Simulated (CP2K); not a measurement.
# PBE0/TZV2P-MOLOPT-PBE0-GTH (core potential) run of BHOF2 (difluorohydroxyborane)

What is the vertical ionisation energy of BHOF2 (difluorohydroxyborane) at PBE0/TZV2P-MOLOPT-PBE0-GTH (core potential)? 

The results are computed with CP2K 2026.2.

3 further runs of the same task are left out: 2 that didn't finish, 1 set aside as unsound or not needed.

## Step 1: Starting point

The species is BHOF2 (5 atoms), meant as a singlet with charge 0. As SMILES, `OB(F)F`. The coordinates come from a PBE0-D4/def2-TZVP relaxation.

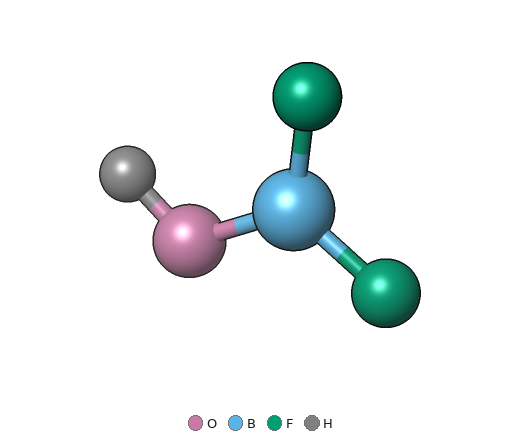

Viewed from a chosen angle; oxygen pink, boron blue, fluorine teal, hydrogen grey.

## Step 2: A single-point energy at PBE0/TZV2P-MOLOPT-PBE0-GTH (core potential)

The input, molecule.xyz:

```xyz
5

O      0.038630     1.000750     0.174310
B      0.105760    -0.342460     0.137210
F      0.731030    -0.986880     1.100700
F     -0.439530    -1.051930    -0.843330
H     -0.435890     1.380520    -0.568880
```

The input, qs.inp:

```
&GLOBAL
  PROJECT qs
  RUN_TYPE ENERGY
  PRINT_LEVEL MEDIUM
&END GLOBAL
&FORCE_EVAL
  METHOD QUICKSTEP
  &DFT
    BASIS_SET_FILE_NAME BASIS_MOLOPT_UZH
    BASIS_SET_FILE_NAME BASIS_ADMM_UZH
    POTENTIAL_FILE_NAME POTENTIAL_UZH
    &QS
      METHOD GPW
      EPS_DEFAULT 1.0E-10
    &END QS
    # real-space grids
    &MGRID
      CUTOFF 400
      REL_CUTOFF 50
      NGRIDS 4
    &END MGRID
    # cluster boundary conditions
    &POISSON
      PERIODIC NONE
      POISSON_SOLVER MULTIPOLE
    &END POISSON
    &SCF
      SCF_GUESS ATOMIC
      EPS_SCF 1.0E-06
      MAX_SCF 80
      ADDED_MOS 5
      &DIAGONALIZATION
        ALGORITHM STANDARD
      &END DIAGONALIZATION
      &MIXING
        METHOD DIRECT_P_MIXING
        ALPHA 0.4
      &END MIXING
    &END SCF
    &XC
      &XC_FUNCTIONAL
        &PBE
          SCALE_X 0.75
          SCALE_C 1.0
        &END PBE
      &END XC_FUNCTIONAL
      &HF
        FRACTION 0.25
        &SCREENING
          EPS_SCHWARZ 1.0E-09
        &END SCREENING
        &MEMORY
          MAX_MEMORY 1050
        &END MEMORY
      &END HF
    &END XC
    &AUXILIARY_DENSITY_MATRIX_METHOD
      ADMM_TYPE ADMMS
      EXCH_CORRECTION_FUNC PBEX
    &END AUXILIARY_DENSITY_MATRIX_METHOD
    &PRINT
      &MOMENTS
        PERIODIC F
        REFERENCE COM
        MAX_MOMENT 1
      &END MOMENTS
      &MO ON
        ENERGIES T
        OCCUPATION_NUMBERS T
        NDIGITS 6
        &EACH
          QS_SCF 0
        &END EACH
        ADD_LAST NUMERIC
      &END MO
      &HIRSHFELD OFF
      &END HIRSHFELD
    &END PRINT
  &END DFT
  # atoms, cell and kinds
  &SUBSYS
    &CELL
      ABC 8.2 9.4 8.9
      PERIODIC NONE
    &END CELL
    &TOPOLOGY
      COORD_FILE_NAME molecule.xyz
      COORD_FILE_FORMAT XYZ
      &CENTER_COORDINATES
      &END CENTER_COORDINATES
    &END TOPOLOGY
    &KIND O
      BASIS_SET ORB TZV2P-MOLOPT-PBE0-GTH-q6
      BASIS_SET AUX_FIT admm-tzp-q6
      POTENTIAL GTH-PBE0-q6
    &END KIND
    &KIND B
      BASIS_SET ORB TZV2P-MOLOPT-PBE0-GTH-q3
      BASIS_SET AUX_FIT admm-tzp-q3
      POTENTIAL GTH-PBE0-q3
    &END KIND
    &KIND F
      BASIS_SET ORB TZV2P-MOLOPT-PBE0-GTH-q7
      BASIS_SET AUX_FIT admm-tzp-q7
      POTENTIAL GTH-PBE0-q7
    &END KIND
    &KIND H
      BASIS_SET ORB TZV2P-MOLOPT-PBE0-GTH-q1
      BASIS_SET AUX_FIT admm-tzp-q1
      POTENTIAL GTH-PBE0-q1
    &END KIND
  &END SUBSYS
&END FORCE_EVAL
```

On the command line:

```sh
$ OMP_NUM_THREADS=1 cp2k.psmp qs.inp > qs.out
```

What it wrote, cut to the lines that bear on the results:

```text
CP2K| version string:                                       CP2K version 2026.2
[...]
 GLOBAL| Method name                                                        CP2K
[...]
 GLOBAL| Run type                                                         ENERGY
[...]
 DFT| Spin restricted Kohn-Sham (RKS) calculation                            RKS
 DFT| Multiplicity                                                             1
[...]
 DFT| Charge                                                                   0
[...]
 FUNCTIONAL| PBE:
 QS| Method:                                                                 GPW
[...]
 QS| Density cutoff [a.u.]:                                                200.0
[...]
 QS| Relative density cutoff [a.u.]:                                        25.0
[...]
                             - Atoms:                                          5
[...]
                             - Spherical basis functions:                    130
[...]
 Number of electrons:                                                         24
[...]
     1 P_Mix/Diag. 0.40E+00    2.3     2.70341713       -64.8564754296 -6.49E+01
[...]
    15 DIIS/Diag.  0.16E-05    1.3     0.00000060       -67.9902803782 -1.53E-11
  *** SCF run converged in    15 steps ***
[...]
  Overlap energy of the core charge distribution:               0.00000110290455
  Self energy of the core charge distribution:               -180.08989739906391
  Core Hamiltonian energy:                                     50.91276915086037
  Hartree energy:                                              75.46440184859431
  Exchange-correlation energy:                                -10.94802968898136
  Hartree-Fock Exchange energy:                                -3.32952539252834
  Total energy:                                               -67.99028037821436
[...]
                     Mulliken Population Analysis
 #  Atom  Element  Kind  Atomic population                           Net charge
       1     O        1          6.197339                             -0.197339
       2     B        2          2.317735                              0.682265
       3     F        3          7.310254                             -0.310254
       4     F        3          7.320627                             -0.320627
       5     H        4          0.854045                              0.145955
 # Total charge                             24.000000                 -0.000000
[...]
  Dipole moment [Debye]
    X= -0.8495242E+00 Y=  0.1275987E+01 Z= -0.1259451E+01  Total=      1.9839485
 ENERGY| Total FORCE_EVAL ( QS ) energy [hartree]            -67.990280378214365
[...]
```

Wall time 21 s (1 thread of Arm Neoverse V2, shared host); peak memory 0.7 GiB.

## Step 3: The doublet cation, same level

The input, calc.inp:

```
&GLOBAL
   PROJECT_NAME calc
   RUN_TYPE ENERGY
   PRINT_LEVEL MEDIUM
&END GLOBAL

&FORCE_EVAL
   METHOD Quickstep
   &DFT
      BASIS_SET_FILE_NAME BASIS_MOLOPT_UZH
      BASIS_SET_FILE_NAME BASIS_ADMM_UZH
      POTENTIAL_FILE_NAME POTENTIAL_UZH
      CHARGE 1
      MULTIPLICITY 2
      SPIN_POLARIZED T
      &QS
         METHOD GPW
         EPS_DEFAULT 1.0E-10
      &END QS
      &MGRID
         CUTOFF 400
         REL_CUTOFF 50
         NGRIDS 4
      &END MGRID
      &POISSON
         PERIODIC NONE
         POISSON_SOLVER MULTIPOLE
      &END POISSON
      &SCF
         SCF_GUESS ATOMIC
         EPS_SCF 1.0E-06
         MAX_SCF 40
         &OT
            MINIMIZER CG
            PRECONDITIONER FULL_SINGLE_INVERSE
         &END OT
         &OUTER_SCF
            EPS_SCF 1.0E-06
            MAX_SCF 10
         &END OUTER_SCF
      &END SCF
      &XC
         &XC_FUNCTIONAL
            &PBE
               SCALE_X 0.75
               SCALE_C 1.0
            &END PBE
         &END XC_FUNCTIONAL
         &HF
            FRACTION 0.25
            &SCREENING
               EPS_SCHWARZ 1.0E-09
            &END SCREENING
            &MEMORY
               MAX_MEMORY 1050
            &END MEMORY
         &END HF
      &END XC
      &AUXILIARY_DENSITY_MATRIX_METHOD
         ADMM_TYPE ADMMS
         EXCH_CORRECTION_FUNC PBEX
      &END AUXILIARY_DENSITY_MATRIX_METHOD
      &PRINT
         &MOMENTS
            PERIODIC F
            REFERENCE COM
            MAX_MOMENT 1
         &END MOMENTS
         &MO_CUBES
            NLUMO 3
            NHOMO -1
            WRITE_CUBE F
         &END MO_CUBES
         &HIRSHFELD OFF
         &END HIRSHFELD
      &END PRINT
   &END DFT
   &SUBSYS
      &CELL
         ABC 8.2 9.4 8.9
         PERIODIC NONE
      &END CELL
      &COORD
         SCALED T
         O    0.48693659   0.58898457   0.50512640
         B    0.49512317   0.44608989   0.50095787
         F    0.57137561   0.37753457   0.60921517
         F    0.42862439   0.37061436   0.39078483
         H    0.42906829   0.62938564   0.42162191
      &END COORD
      &KIND O
         BASIS_SET ORB TZV2P-MOLOPT-PBE0-GTH-q6
         BASIS_SET AUX_FIT admm-tzp-q6
         POTENTIAL GTH-PBE0-q6
      &END KIND
      &KIND B
         BASIS_SET ORB TZV2P-MOLOPT-PBE0-GTH-q3
         BASIS_SET AUX_FIT admm-tzp-q3
         POTENTIAL GTH-PBE0-q3
      &END KIND
      &KIND F
         BASIS_SET ORB TZV2P-MOLOPT-PBE0-GTH-q7
         BASIS_SET AUX_FIT admm-tzp-q7
         POTENTIAL GTH-PBE0-q7
      &END KIND
      &KIND H
         BASIS_SET ORB TZV2P-MOLOPT-PBE0-GTH-q1
         BASIS_SET AUX_FIT admm-tzp-q1
         POTENTIAL GTH-PBE0-q1
      &END KIND
   &END SUBSYS
&END FORCE_EVAL
```

On the command line:

```sh
$ OMP_NUM_THREADS=1 cp2k.psmp -i calc.inp > calc.out 2>&1
```

What it wrote, cut to the lines that bear on the results:

```text
CP2K| version string:                                       CP2K version 2026.2
[...]
 GLOBAL| Method name                                                        CP2K
[...]
 GLOBAL| Run type                                                         ENERGY
[...]
 DFT| Spin unrestricted (spin-polarized) Kohn-Sham calculation               UKS
 DFT| Multiplicity                                                             2
[...]
 DFT| Charge                                                                   1
[...]
 FUNCTIONAL| PBE:
 QS| Method:                                                                 GPW
[...]
 QS| Density cutoff [a.u.]:                                                200.0
[...]
 QS| Relative density cutoff [a.u.]:                                        25.0
[...]
                             - Atoms:                                          5
[...]
                             - Spherical basis functions:                    130
[...]
 Number of electrons:                                                         12
[...]
     1 OT CG       0.80E-01    4.9     0.07653959       -64.8367774822 -6.48E+01
[...]
    22 OT CG       0.32E+00    3.2     0.00000093       -67.4886696351 -1.20E-09
  *** SCF run converged in    22 steps ***
[...]
  Overlap energy of the core charge distribution:               0.00000110290458
  Self energy of the core charge distribution:               -180.08989739906391
  Core Hamiltonian energy:                                     50.39882542473543
  Hartree energy:                                              76.07950690238457
  Exchange-correlation energy:                                -10.64343186371001
  Hartree-Fock Exchange energy:                                -3.23367380231360
  Total energy:                                               -67.48866963506293
[...]
  Dipole moment [Debye]
    X= -0.1168307E+01 Y=  0.4912918E+01 Z= -0.1383028E+01  Total=      5.2358825
[...]
 HOMO - LUMO gap [eV] :    2.582887
 ENERGY| Total FORCE_EVAL ( QS ) energy [hartree]            -67.488669635062934
[...]
```

Wall time 5.8 min (1 thread of Arm Neoverse V2, shared host); peak memory 0.9 GiB.

## Step 4: Summary of results

Level: PBE0/TZV2P-MOLOPT-PBE0-GTH (core potential).

| quantity | value |
| --- | --- |
| singlet BHOF2: total energy | -67.99028 Eh |
| singlet BHOF2: dipole moment | 1.98 D |
| singlet BHOF2: HOMO energy | -10.70 eV |
| singlet BHOF2: LUMO energy | 0.57 eV |
| singlet BHOF2: HOMO–LUMO gap | 11.28 eV |
| doublet cation: total energy | -67.48867 Eh |
| doublet cation: HOMO energy (highest over α and β) | -19.10 eV |
| doublet cation: LUMO energy (lowest over α and β) | -16.52 eV |
| doublet cation: ⟨S²⟩ | 0.757 |
| vertical ionisation energy (to the doublet cation) | 13.650 eV |

**Reading.** The vertical ionisation energy comes to 13.65 eV (315 kcal/mol). The negative HOMO energy of the first species, 10.70 eV, lies 2.94 eV below that difference.
